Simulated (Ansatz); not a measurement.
Energy against volume for Zr (hcp, Mg type)

Zr (hcp, Mg type)

```yaml
crystal:
  lattice:
    - [3.23160, 0.00000, 0.00000]
    - [-1.61580, 2.79864, 0.00000]
    - [0.00000, 0.00000, 5.17363]
  atoms:
    - { symbol: Zr, position: [0.33333, 0.66667, 0.75000] }
    - { symbol: Zr, position: [0.66667, 0.33333, 0.25000] }
```

This relaxed cell (volume V₀) is scaled evenly in all directions, its shape held. Symmetry pins the atoms to their sites.

All values below come from PBE (plane waves to 420 eV, PAW, scalar-relativistic; Ansatz, a first-principles code). k mesh 17×17×9 (Γ-centred), Fermi-Dirac smearing 0.05 eV. E stands for the smeared free energy. Compression counts positive. With the shape held, the modulus is that of even scaling; a crystal free to change shape is softer. The PAW data are Ansatz's earlier set. Zr is run without spin polarisation. Zr was relaxed with its symmetry unable to fall. ΔE is measured from the relaxed starting cell.

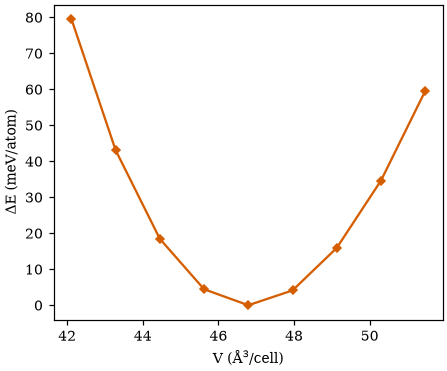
ΔE (meV/atom) against V (Å³/cell); markers are the computed points, lines only join them.

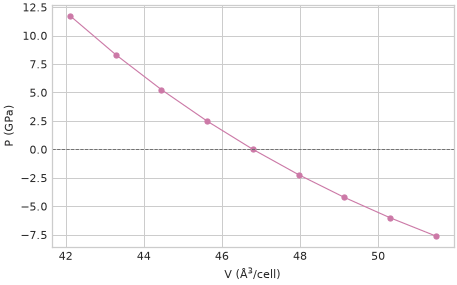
Figure: P (GPa) against V (Å³/cell); one marker a computed point.

The pressure derivative B₀′ (fit) is 3.3, the equilibrium volume of the fit is 23.40 Å³/atom and the energy cost of the largest expansion comes out as 60 meV/atom. The energy cost of the largest compression is 80 meV/atom and the pressure at the smallest volume comes out as 11.7 GPa.

(Under strain, the slope of the energy per volume gives the stress and its curvature an elastic modulus.)
